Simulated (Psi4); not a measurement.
# SiF2 (SMILES F[Si]F) at CAM-B3LYP/aug-cc-pVDZ (sweep point 5)

What is the vertical electron affinity of SiF2 at CAM-B3LYP/aug-cc-pVDZ (sweep point 5)? 

Program for the calculation: Psi4 1.11.

4 further runs of the same task are left out: 4 set aside as unsound or not needed.

## Step 1: The molecule

SiF2: 3 atoms, total charge 0, spin state singlet. As SMILES, `F[Si]F`. The shape is that of a PBE0-D4/def2-TZVP optimisation.

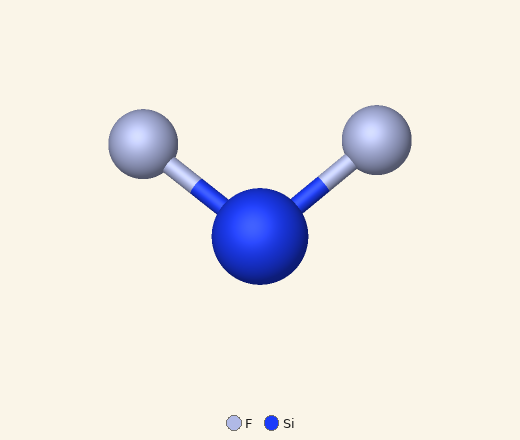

Viewed from a chosen angle; fluorine light blue, silicon blue.

## Step 2: The energy at CAM-B3LYP/aug-cc-pVDZ (sweep point 5)

Input file input.in:

```
memory 1600 MB

molecule {
  0 1
  F      0.31426145     2.35611053     0.43350317
  Si    -1.12419807    -0.08768329    -0.62379859
  F      0.80993662    -2.26842724     0.19029542
  units au
  symmetry c1
}

set globals {
  reference            rks
  puream               true
  scf_type             pk
  dft_radial_points    75
  dft_spherical_points 302
}

result, w = energy('cam-b3lyp/aug-cc-pVDZ', return_wfn=True)
```

On the command line:

```console
$ psi4 input.in input.out -n 1
```

input.out:

```text
[...]
  Running in c1 symmetry.
[...]
  Nuclear repulsion =  100.658413757844158
[...]
  Multiplicity = 1
[...]
  Nalpha       = 16
  Nbeta        = 16
[...]
    Number of basis functions: 73
[...]
   @RKS iter   1:  -489.15627374948133   -5.53127e-01   7.39109e-03 DIIS/ADIIS
[...]
   @RKS iter   7:  -489.25199029564135   -7.23350e-09   3.30944e-07 DIIS
[...]
    Orbital Energies [Eh]
    ---------------------
    Doubly Occupied:
       1A    -66.315567     2A    -24.798126     3A    -24.798117
       4A     -5.450891     5A     -3.811702     6A     -3.810117
       7A     -3.805740     8A     -1.307037     9A     -1.283796
      10A     -0.654059    11A     -0.582078    12A     -0.553441
      13A     -0.550691    14A     -0.518784    15A     -0.502258
      16A     -0.360035
[...]
  @RKS Final Energy:  -489.25199029564135
   => Energetics <=
    Nuclear Repulsion Energy =            100.6584137578441585
    One-Electron Energy =                -879.8385099703839387
    Two-Electron Energy =                 321.4709406126593763
    DFT Exchange-Correlation Energy =     -31.5428346957609769
    Empirical Dispersion Energy =           0.0000000000000000
    VV10 Nonlocal Energy =                  0.0000000000000000
    Total Energy =                       -489.2519902956413489
[...]
 Multipole Moments:
 ------------------------------------------------------------------------------------
     Multipole            Electronic (a.u.)      Nuclear  (a.u.)        Total (a.u.)
 ------------------------------------------------------------------------------------
 L = 1.  Multiply by 2.5417464519 to convert [e a0] to [Debye]
 Dipole X            :          0.3477189           -0.8292942           -0.4815753
 Dipole Y            :          0.0238356           -0.0568279           -0.0329923
 Dipole Z            :         -0.0000000            0.0000000           -0.0000000
 Magnitude           :                                                    0.4827041
[...]
```

Wall time 5.4 s (1 thread of Intel Xeon Platinum 8488C (Sapphire Rapids), shared host); peak memory 0.5 GiB.

## Step 3: The doublet anion

Input file job.in:

```
memory 1600 MB

molecule {
  -1 2
  F      0.31426145     2.35611053     0.43350317
  Si    -1.12419807    -0.08768329    -0.62379859
  F      0.80993662    -2.26842724     0.19029542
  units au
  symmetry c1
}

set {
  basis aug-cc-pVDZ
  reference uks
  puream true
  scf_type pk
  dft_radial_points 75
  dft_spherical_points 302
  maxiter 150
}

e = energy('cam-b3lyp')
```

On the command line:

```console
$ psi4 -n 1 job.in job.out
```

job.out:

```text
[...]
  Running in c1 symmetry.
[...]
  Nuclear repulsion =  100.658413757844158
[...]
  Multiplicity = 2
[...]
  Nalpha       = 17
  Nbeta        = 16
[...]
    Number of basis functions: 73
[...]
   @UKS iter   1:  -489.11372149693011   -5.10575e-01   8.19841e-03 DIIS/ADIIS
[...]
   @UKS iter   9:  -489.26279597087580   -6.81940e-08   5.82162e-07 DIIS
[...]
   @S^2 Observed:                7.570021197E-01
[...]
    Orbital Energies [Eh]
    ---------------------
    Alpha Occupied:
       1A    -66.047718     2A    -24.573510     3A    -24.573490
       4A     -5.186761     5A     -3.547343     6A     -3.545853
       7A     -3.543244     8A     -1.086817     9A     -1.064656
      10A     -0.434849    11A     -0.364703    12A     -0.336815
      13A     -0.336705    14A     -0.307157    15A     -0.286985
      16A     -0.136314    17A      0.021521
    Alpha Virtual:
      18A      0.160512    19A      0.162805    20A      0.189727
      21A      0.189873    22A      0.293826    23A      0.303325
      24A      0.306439    25A      0.339731    26A      0.372330
[...]
  @UKS Final Energy:  -489.26279597087580
   => Energetics <=
    Nuclear Repulsion Energy =            100.6584137578441585
    One-Electron Energy =                -887.3424485165451188
    Two-Electron Energy =                 329.0936062415079277
    DFT Exchange-Correlation Energy =     -31.6723674536827922
    Empirical Dispersion Energy =           0.0000000000000000
    VV10 Nonlocal Energy =                  0.0000000000000000
    Total Energy =                       -489.2627959708757999
[...]
 Multipole Moments:
 ------------------------------------------------------------------------------------
     Multipole            Electronic (a.u.)      Nuclear  (a.u.)        Total (a.u.)
 ------------------------------------------------------------------------------------
 L = 1.  Multiply by 2.5417464519 to convert [e a0] to [Debye]
 Dipole X            :          1.7490260           -0.8292942            0.9197318
 Dipole Y            :          0.1198517           -0.0568279            0.0630237
 Dipole Z            :         -0.0000000            0.0000000           -0.0000000
 Magnitude           :                                                    0.9218886
[...]
```

Wall time 7.2 s (1 thread of Intel Xeon Platinum 8488C (Sapphire Rapids), shared host); peak memory 0.49 GiB.

## Step 4: What came out

Level: CAM-B3LYP/aug-cc-pVDZ (sweep point 5).

```
                                         quantity          value
                       singlet SiF2: total energy  -489.25199 Eh
                      singlet SiF2: dipole moment         1.23 D
                        singlet SiF2: HOMO energy       -9.80 eV
                        singlet SiF2: LUMO energy       -1.23 eV
                      singlet SiF2: HOMO–LUMO gap        8.57 eV
                      doublet anion: total energy  -489.26280 Eh
doublet anion: HOMO energy (highest over α and β)        0.59 eV
 doublet anion: LUMO energy (lowest over α and β)        4.08 eV
                              doublet anion: ⟨S²⟩          0.757
vertical electron affinity (to the doublet anion)       0.294 eV
```

In words: At fixed nuclei the extra electron is bound by 0.29 eV (28.4 kJ/mol). The HOMO (doublet anion) lies at positive energy, 0.59 eV; only total energies tell whether the electron is bound.
